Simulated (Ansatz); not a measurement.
The figure comes from a scan of VN (rock salt): volume and axial ratio are varied about the relaxed values (subscript 0). The numbers are results of PBE (plane waves to 420 eV, PAW, scalar-relativistic; Ansatz, a program for electronic structure), not measurements. k mesh 19×19×19 (Γ-centred), Fermi-Dirac smearing 0.05 eV. The energy includes the smearing's −TS. With partly filled bands, the response to shear is sensitive to the k mesh, so small differences along c/a are uncertain. The PAW data are Ansatz's earlier set. VN is run without spin polarisation. VN was relaxed with its symmetry unable to fall. ΔE is measured from the relaxed starting cell.

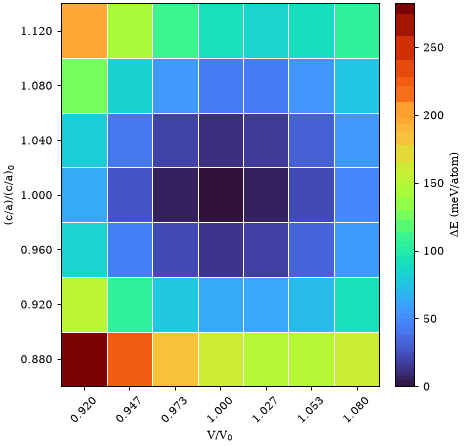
*ΔE (meV/atom), one tile a computed point.*

**Question.** List the plotted points as numbers.

**Answer.** To the nearest 50:

ΔE (meV/atom), with V/V₀ across and (c/a)/(c/a)₀ down:

```
(c/a)/(c/a)₀ \ V/V₀  0.920  0.947  0.973  1.000  1.027  1.053  1.080
-------------------  -----  -----  -----  -----  -----  -----  -----
0.880                  300    200    200    150    150    150    150
0.920                  150    100    100     50     50     50    100
0.960                  100     50      0      0      0     50     50
1.000                   50     50      0      0      0      0     50
1.040                  100     50      0      0      0     50     50
1.080                  150    100     50     50     50     50    100
1.120                  200    150    100    100    100    100    100
```

(A scan under strain: stresses follow from slopes of the energy per volume, elastic moduli from its curvatures.)
